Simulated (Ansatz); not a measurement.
# How strongly the parts of Zr2CO2 MXene, 4 layers (80 atoms) bind: runs compared

Aim: the interaction energy between the two parts of Zr2CO2 MXene, 4 layers (80 atoms) and its distance dependence.

Computed with Ansatz 0.2.0: Kohn-Sham DFT, PBE+D3(BJ), PAW (set soft_2), plane waves.

### 1. The cell as built

The cell holds 80 atoms: 16 C, 32 Zr and 32 O. Cell: a = 6.752 Å, b = 6.752 Å, c = 40.780 Å, α = 90.0°, β = 90.0°, γ = 120.0°. It derives from Zr2CO2 (Zr2CO2 MXene). 4 layers of Zr2CO2 MXene (a = 3.31 Å), 2 x 2 cells, biaxial strain +2 %, every second layer slid by 0.000 of a1 + 2 a2; facing planes 2.84, 2.72, 2.82 Å apart; 14 Å of vacuum. Regions: layer 1, 20 atoms (4 C, 8 Zr and 8 O); layer 2, 20 atoms (4 C, 8 Zr and 8 O); layer 3, 20 atoms (4 C, 8 Zr and 8 O); layer 4, 20 atoms (4 C, 8 Zr and 8 O). Vacuum lies along c.

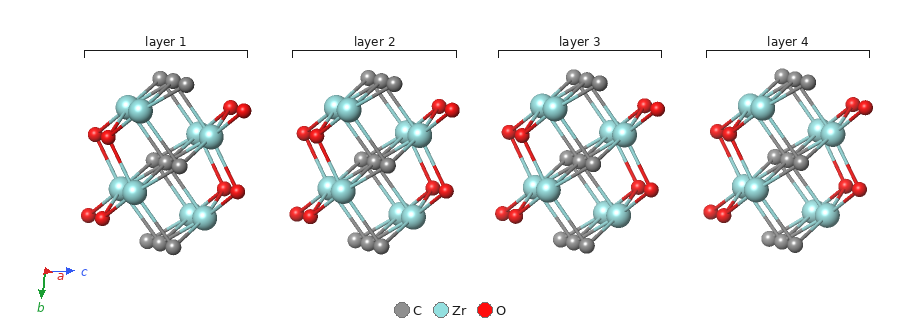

The cell as built. Some periodic images of atoms are drawn too.

What the set-up can't give: The cell is under 6 Å thick along two periodic directions, so every atom has periodic images of itself close by, which move with it and show among its neighbours and in g(r).

### 2. The reference run

The reference is a single point at the end of the relaxation.

The parts (lower: layer 1, layer 2 and layer 3 and upper: layer 4) keep their atoms where they stand in it, and shifted cells move the upper part rigidly.

Its input, with most atom lines left out:

```yaml
crystal:
  lattice:
    - [6.7524, 0.0, 0.0]
    - [-3.3762, 5.84775, 0.0]
    - [0.0, 0.0, 40.78]
  atoms:
    - { symbol: C, position: [0.00035, 0.00033, 0.27997] }
    - { symbol: Zr, position: [0.16701, 0.33366, 0.31384] }
    - { symbol: Zr, position: [0.33368, 0.16698, 0.24608] }
    - { symbol: O, position: [0.33369, 0.16699, 0.33404] }
    - { symbol: O, position: [0.16702, 0.33367, 0.22448] }
    - { symbol: C, position: [0.00036, 0.50034, 0.27997] }
    - { symbol: Zr, position: [0.16701, 0.83365, 0.31384] }
    [... atom lines 8 to 80 left out ...]
kpoints:
  mp_grid: { grid: [3, 3, 1] }
hamiltonian:
  xc: pbe
  dispersion: d3bj
scf:
  occupations: { method: fixed }
output:
  forces: true
  populations: true
  dos:
    method: { smearing: { sigma: 0.15 } }
    de: 0.1
    projected:
      site_lists:
        C: [C]
        O: [O]
        Zr: [Zr]
        layer_1: [0, 1, 2, 3, 4, 5, 6, 7, 8, 9, 10, 11, 12, 13, 14, 15, 16, 17, 18, 19]
        layer_2: [20, 21, 22, 23, 24, 25, 26, 27, 28, 29, 30, 31, 32, 33, 34, 35, 36, 37, 38, 39]
        layer_3: [40, 41, 42, 43, 44, 45, 46, 47, 48, 49, 50, 51, 52, 53, 54, 55, 56, 57, 58, 59]
        layer_4: [60, 61, 62, 63, 64, 65, 66, 67, 68, 69, 70, 71, 72, 73, 74, 75, 76, 77, 78, 79]
  eigenvalues: true
  write_density: true
  write_potential: true
  volumetric_format: npy
  elf: true
```

```
free energy per atom   : -1952.2206 eV/atom
r.m.s. force component : 0.00172 eV/Å
```

Filled and empty levels are parted by 0.758 eV on the run's k-points; the mesh holds the band edges only if they fold onto it, so the gap at this level can be narrower or closed, while semilocal functionals tend to narrow gaps against experiment.

### 3. The runs

Each row is one run, on 4 threads of Arm Neoverse V1, shared host. The free energy is the program's total, comparable only between runs with the same functional, potentials and atoms, or as a whole against its parts.

```tsv
run	atoms	outcome	ionic steps, all passes	free energy (eV)	time	host memory (GiB)
Single point at the start	80	converged	-	-156172.020	3.2 min	8.1
Relaxation	80	converged	16	-156177.648	43 min	9.7
Single point at the relaxed geometry	80	converged	-	-156177.648	5.5 min	10
The lower part alone	60	converged	-	-117132.387	2.8 min	8.2
The upper part alone	20	converged	-	-39042.142	31 s	3.3
Upper part moved by +0.3 Å	80	converged	-	-156177.285	3.3 min	10
Upper part moved by -0.3 Å	80	converged	-	-156176.203	3.4 min	10
Upper part moved by +0.8 Å	80	converged	-	-156176.507	3.5 min	10
```

In some runs the program notes that the exchange-correlation potential is rough where the density is thin.

### 4. Interaction energy

Whole cell less its two parts, each frozen at the geometry of the whole and solved in the same cell with the same functional, so that energy zeros cancel. The upper part is 'layer 4' and the lower part 'layer 1, layer 2 and layer 3'. The nearest atoms of the two parts stand 2.40 Å apart. The face is 39.49 Å².

```tsv
functional	interaction energy (eV)	of it, the added dispersion term (eV)	per area (meV/Å²)	per area (J/m²)	per atom of the upper part (meV)
PBE+D3(BJ)	-3.119	-2.320	-79.0	-1.27	-156.0
```

### 5. Energy against separation

The upper part is moved rigidly along the normal from its place in the reference.

```tsv
shift (Å)	energy change (eV)	per area (meV/Å²)	share of the binding lost (%)	gap (eV)
-0.3	1.445	36.61	-	0.789
+0.0	0.000	0.00	-	0.758
+0.3	0.364	9.21	12	0.743
+0.8	1.141	28.90	37	0.770
```

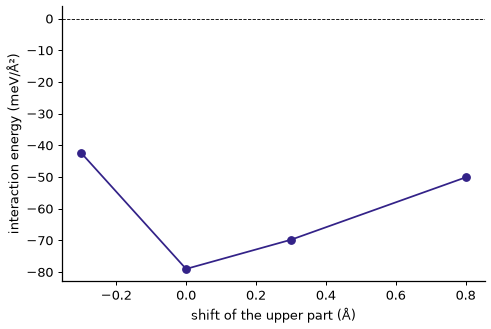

Interaction energy against the shift of the upper part; zero is the parts apart.

### 6. Levels of whole and parts

```tsv
cell	gap (eV)	vacuum level at the upper face, over the highest filled level, or over E_F where no gap is given (eV)	moment (μB)
whole	0.758	5.23	no spin
lower part	0.805	-	no spin
upper part	1.16	-	no spin
```

A dash marks a cell without a clear gap, or without a flat potential in the vacuum.

### 7. Findings

The parts bind with 79.0 meV/Å² (3.12 eV for the cell) at the level PBE+D3(BJ), far more than van der Waals binding between intact sheets, and bonds of chemical length cross the interface. The added dispersion term contributes -2.320 eV, the functional itself -0.799 eV. The curvature over ±0.3 Å is 8.2×10²⁰ N/m³, and the energy rises faster on the near side. At +0.8 Å, 37 % of the binding is lost; the shift also narrows the vacuum to the periodic image. On the run's k-points the gap of the whole, 0.758 eV, lies 0.047 eV under the smaller of the parts'.

**Limits.** The parts are frozen, so the energy of their deformation isn't counted. No correction is made for dipoles across the vacuum, and the parts also feel their periodic images through it.

The DFT runs together took 65 min of wall time.

[Logs are printed without paths, hosts, clocks, repeated set-up lines and the standing remarks that a program may print on its own settings, such as how far it seeks lower states.]

[Hosts, paths, dates, database ids (printed as entryN), source tags and the programs' standing remarks are cut or masked in the printed files.]
